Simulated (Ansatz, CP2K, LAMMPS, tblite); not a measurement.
# CP2K runs on glassy B2O3 (100 atoms), part 3 of 3

Wanted: CP2K inputs and outputs for glassy B2O3 (100 atoms), checked against a plane-wave reference.

Program: CP2K 2026.2; the method stands at each step. Banners, paths, timers and routine set-up lines are dropped from the logs unmarked, and long logs keep their key lines alone; longer cuts are marked.

So far. Step 7 (PBE, SZV-MOLOPT-SR, 600/50 Ry, SIGN filter 1e-04, SCF …): Against the first run (8.4 %), the force difference from the reference is 75 %, at 0.24 times the CPU time (on 2 against 4 cores) (4 SCF steps against 34).

### 8. PBE, SZV-MOLOPT-SR, 600/50 Ry, SIGN filter 1e-07, SCF 1e-07

Method: Kohn-Sham DFT, PBE, GTH-PBE pseudopotentials, Gaussian and plane waves, SZV-MOLOPT-SR-GTH, linear-scaling purification of the density matrix.

input.inp reads:

```
&GLOBAL
  PROJECT cell
  RUN_TYPE ENERGY_FORCE
  PRINT_LEVEL LOW
&END GLOBAL
&FORCE_EVAL
  METHOD QS
  STRESS_TENSOR ANALYTICAL
  &DFT
    BASIS_SET_FILE_NAME BASIS_MOLOPT
    POTENTIAL_FILE_NAME GTH_POTENTIALS
    &MGRID
      CUTOFF 600
      REL_CUTOFF 50
      NGRIDS 5
    &END MGRID
    &QS
      EPS_DEFAULT 1.0E-10
      LS_SCF T
    &END QS
    &LS_SCF
      PURIFICATION_METHOD SIGN
      EPS_FILTER 1.0E-07
      EPS_SCF 1.0E-07
      MAX_SCF 60
      S_PRECONDITIONER ATOMIC
      MIXING_FRACTION 0.45
      REPORT_ALL_SPARSITIES F
    &END LS_SCF
    &XC
      &XC_FUNCTIONAL PBE
      &END XC_FUNCTIONAL
    &END XC
    &PRINT
      &MULLIKEN ON
      &END MULLIKEN
    &END PRINT
  &END DFT
  &SUBSYS
    &CELL
      A 10.45182 0.00000 0.00000
      B 0.00000 10.45182 0.00000
      C 0.00000 0.00000 10.45182
    &END CELL
    &COORD
      SCALED
[... 100 atom lines left out: the same atoms as in the first run ...]
    &END COORD
    &KIND B
      BASIS_SET SZV-MOLOPT-SR-GTH-q3
      POTENTIAL GTH-PBE-q3
    &END KIND
    &KIND O
      BASIS_SET SZV-MOLOPT-SR-GTH-q6
      POTENTIAL GTH-PBE-q6
    &END KIND
  &END SUBSYS
  &PRINT
    &FORCES ON
    &END FORCES
    &STRESS_TENSOR ON
    &END STRESS_TENSOR
  &END PRINT
&END FORCE_EVAL
```

Started as:

```bash
OMP_NUM_THREADS=2 cp2k.psmp -i input.inp > output.txt
```

Numbers of over 12 decimals in the logs are rounded to 6 here.

The program printed:

```text
CP2K| version string:                                       CP2K version 2026.2
 CP2K| Input file name                                                 input.inp
 GLOBAL| Basis set file name                                        BASIS_MOLOPT
 GLOBAL| Potential file name                                      GTH_POTENTIALS
 GLOBAL| Run type                                                   ENERGY_FORCE
 GLOBAL| Total number of message passing processes                             1
 GLOBAL| Number of threads for this process                                    2
[... lines left out ...]
 Re-scaling the density matrix to get the right number of electrons
[... lines left out ...]
 Density matrix:  iter, mu, trace error:  1  -0.100000000   -29.000000357
 Density matrix:  iter, mu, trace error:  2  -0.090000000   -17.999999873
 Density matrix:  iter, mu, trace error:  3  -0.070000000    -0.000000017
[... lines left out ...]
 Density matrix:  iter, mu, trace error:  1   0.080000000    -0.000000184
[... lines left out ...]
 Density matrix:  iter, mu, trace error:  1   0.080000000    -0.000000122
[... lines left out ...]
 SCF run converged in     7 steps.
[... lines left out ...]
     100     O        2          6.591125                             -0.591125
 # Total charge                            480.000000                  0.000000
 !-----------------------------------------------------------------------------!
 ENERGY| Total FORCE_EVAL ( QS ) energy [hartree]          -1074.997486
 FORCES| Atomic forces [hartree/bohr]
 FORCES|   Atom     x               y               z               |f|
 FORCES|      1  2.60016765E-02  1.91625169E-02 -3.13298166E-02   4.49982960E-02
 FORCES|      2  1.90287658E-02  1.00106056E-02  2.15596266E-02   3.04487053E-02
 FORCES|      3 -1.44930008E-02 -1.10761357E-02  3.85577923E-02   4.26547910E-02
[...]
FORCES|     99 -2.39783493E-02 -8.36194660E-03 -3.55266044E-03   2.56418561E-02
 FORCES|    100  3.56823994E-02 -7.72072925E-03 -1.46266468E-04   3.65084193E-02
 FORCES| Sum     9.22554898E-03 -1.97557099E-03 -7.81128256E-03
 FORCES| Total atomic force                                       1.22486640E-02
 STRESS| Analytical stress tensor [bar]
 STRESS|                        x                   y                   z
 STRESS|      x        1.28328783566E+05  -1.69811000284E+03  -1.23996661223E+04
 STRESS|      y       -1.69811000284E+03   1.26468587672E+05  -1.79098745410E+04
 STRESS|      z       -1.23996661223E+04  -1.79098745410E+04   1.15159917886E+05
 STRESS| 1/3 Trace                                             1.23319096375E+05
```

Elapsed: 93 s, on 2 threads of Arm Neoverse V2, shared host; peak memory 1.6 GiB; 2.9 min of CPU time.

Compared with the plane-wave run:

```yaml
r_m_s_force_component: 1.075 eV/Å
r_m_s_difference_of_force_components: 633.4 meV/Å
longest_difference_of_force_vectors: 2195 meV/Å
force_difference_over_r_m_s_force: 73.61 %
slope_of_forces_against_the_reference_s: 1.009
correlation_of_force_components: 0.808
pressure: 12.33 GPa
pressure_difference: 20.78 GPa
energy_less_the_same_level_run_s: -0.0106 meV/atom
r_m_s_force_difference_from_the_same_level_run: 2.135 meV/Å
```

This is a coarse setting, run to see what it loses.

Against the first run (8.4 %), the force difference from the reference is 74 %, at 0.39 times the CPU time (on 2 against 4 cores) (7 SCF steps against 34).

The forces add up to 0.63 eV/Å instead of zero, usually a sign of too coarse a grid.

### 9. All runs compared

Differences are against the plane-wave reference, forces as r.m.s. over components; share is that over the reference's r.m.s. force, slope the least-squares factor from reference forces to these. Total energies of different programs have different zeros and aren't compared.

```
                                                                      run  Δ force, r.m.s. (meV/Å)  share (%)  slope  Δ pressure (GPa)  Δ gap (eV)  cores  CPU time  memory (GiB)
                                                                reference                        -          -      -                 -           -      4      55 s           1.3
                             CP2K PBE, DZVP-MOLOPT-SR, 600/50 Ry, OT DIIS                     72.7       8.45  1.022              1.43     -0.0507      4   7.6 min           2.6
                                                   CP2K GFN1-xTB, OT DIIS                      265       30.8  0.789             -4.30           -      1     3.9 s          0.28
                     CP2K PBE, SZV-MOLOPT-SR, 600/50 Ry, OT DIIS (coarse)                      633       73.5  1.009              20.8      -0.344      2   4.6 min           1.6
                    CP2K PBE, DZVP-MOLOPT-SR, 300/50 Ry, OT DIIS (coarse)                      110       12.7  1.022              1.51     -0.0502      2   5.9 min          0.89
CP2K PBE, SZV-MOLOPT-SR, 600/50 Ry, SIGN filter 1e-05, SCF 1e-06 (coarse)                      636       73.9  1.010              20.8           -      2   2.3 min           1.6
CP2K PBE, SZV-MOLOPT-SR, 600/50 Ry, SIGN filter 1e-04, SCF 1e-05 (coarse)                      641       74.5  1.017              20.9           -      2   1.8 min           1.6
CP2K PBE, SZV-MOLOPT-SR, 600/50 Ry, SIGN filter 1e-07, SCF 1e-07 (coarse)                      633       73.6  1.009              20.8           -      2   2.9 min           1.6
```

Rows marked coarse were listed beforehand as settings not expected to be converged; some can still land near the reference.

CPU time is summed over cores on a shared host, where runs went side by side, so it is rough. Symmetry, cutoffs, thresholds, outputs and thread counts weren't matched or tuned between programs; memory under MPI is the largest rank's times the ranks.

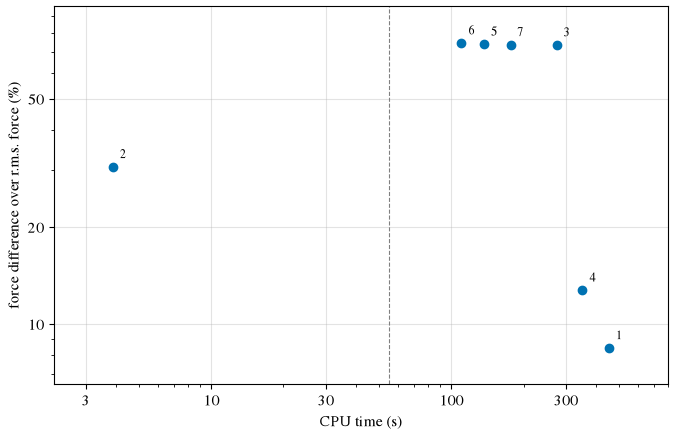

Force difference against CPU time; the dashed line marks the reference's time. Points: 1 CP2K PBE, DZVP-MOLOPT-SR, 600/50 Ry, OT DIIS; 2 CP2K GFN1-xTB, OT DIIS; 3 CP2K PBE, SZV-MOLOPT-SR, 600/50 Ry, OT DIIS; 4 CP2K PBE, DZVP-MOLOPT-SR, 300/50 Ry, OT DIIS; 5 CP2K PBE, SZV-MOLOPT-SR, 600/50 Ry, SIGN filter 1e-05, SCF 1e-06; 6 CP2K PBE, SZV-MOLOPT-SR, 600/50 Ry, SIGN filter 1e-04, SCF 1e-05; 7 CP2K PBE, SZV-MOLOPT-SR, 600/50 Ry, SIGN filter 1e-07, SCF 1e-07.

Mean charges by element (e), by run and scheme:

```
                                         run     scheme      B      O
                                   reference     Löwdin  +0.68  -0.38
CP2K PBE, DZVP-MOLOPT-SR, 600/50 Ry, OT DIIS   Mulliken  +0.32  -0.21
CP2K PBE, DZVP-MOLOPT-SR, 600/50 Ry, OT DIIS  Hirshfeld  +0.32  -0.21
                      CP2K GFN1-xTB, OT DIIS   Mulliken  +0.86  -0.58
```

The reference's Löwdin charges lack the electrons that the projection spills, 0.043 e an atom on average.

Within one program, basis, potentials and functional, energies share a zero. Each run against its twin at the usual cutoff or grid and solver:

```
                                                             run                                twin  Δ energy (meV/atom)  Δ force, r.m.s. (meV/Å)         CPU time over the twin's
                    CP2K PBE, DZVP-MOLOPT-SR, 300/50 Ry, OT DIIS  DZVP-MOLOPT-SR, 600/50 Ry, OT DIIS                -1.35                     92.1  0.78 (this twin ran on 4 cores)
CP2K PBE, SZV-MOLOPT-SR, 600/50 Ry, SIGN filter 1e-05, SCF 1e-06   SZV-MOLOPT-SR, 600/50 Ry, OT DIIS               0.0279                     10.8                             0.50
CP2K PBE, SZV-MOLOPT-SR, 600/50 Ry, SIGN filter 1e-04, SCF 1e-05   SZV-MOLOPT-SR, 600/50 Ry, OT DIIS                0.197                     23.3                              0.4
CP2K PBE, SZV-MOLOPT-SR, 600/50 Ry, SIGN filter 1e-07, SCF 1e-07   SZV-MOLOPT-SR, 600/50 Ry, OT DIIS              -0.0106                     2.13                             0.64
```

### 10. Outcome

| Property | Result |
| --- | --- |
| nearest in forces | CP2K PBE, DZVP-MOLOPT-SR, 600/50 Ry, OT DIIS, 8.4 % |
| its CPU time | 7.6 min |

The PBE run in local orbitals, coarse settings apart, differs by 8.4 % (CP2K PBE, DZVP-MOLOPT-SR, 600/50 Ry, OT DIIS); basis, grid and potentials can all enter. Tight binding differs by 31 % (CP2K GFN1-xTB, OT DIIS); it is another model, with fitted parameters of its own, and the xTB methods hold dispersion. Runs with settings chosen to be coarse differ by 13 % (CP2K PBE, DZVP-MOLOPT-SR, 300/50 Ry, OT DIIS) to 75 % (CP2K PBE, SZV-MOLOPT-SR, 600/50 Ry, SIGN filter 1e-04, SCF 1e-05), their programs' other errors included. One electronic-structure run takes under half the reference's CPU time: CP2K GFN1-xTB, OT DIIS, at 31 % in 3.9 s against 55 s; its pressure misses by -4.3 GPa. At the same functional, gaps differ from the reference's 4.55 eV by between -0.34 and -0.05 eV. In pressure, CP2K PBE, SZV-MOLOPT-SR, 600/50 Ry, SIGN filter 1e-04, SCF 1e-05 misses by +20.9 GPa, at the same functional. Charges hang on model, scheme and program or settings: among these rows the mean for B runs from +0.32 to +0.86 e. With SIGN, tightening the sparsity filter from 1e-04 to 1e-07, and the SCF threshold with it, takes the force difference from the cubic solver from 23 to 2.1 meV/Å, and the CPU time from 0.4 to 0.64 times the cubic solver's. Periodic xTB results under one method name differ between programs and library versions. The quench rate of 100 K/ps is many orders above laboratory rates, so the cell is likely richer in defects and strain than a real sample. The network of bonds at the start is that of the classical potential that made the cell, and needn't be the one that DFT or experiment would give. The electronic-structure runs sample only Γ, in a cell whose shortest periodic width is 10 Å.

[Also dropped from logs without a mark: logging warnings of Python, and SIESTA's first energy breakdown and zero terms.]

[Logs are printed without paths, hosts, clocks, repeated set-up lines and the standing remarks that a program may print on its own settings, such as how far it seeks lower states.]

[Hosts, paths, dates, database ids (printed as entryN), source tags and the programs' standing remarks are cut or masked in the printed files.]
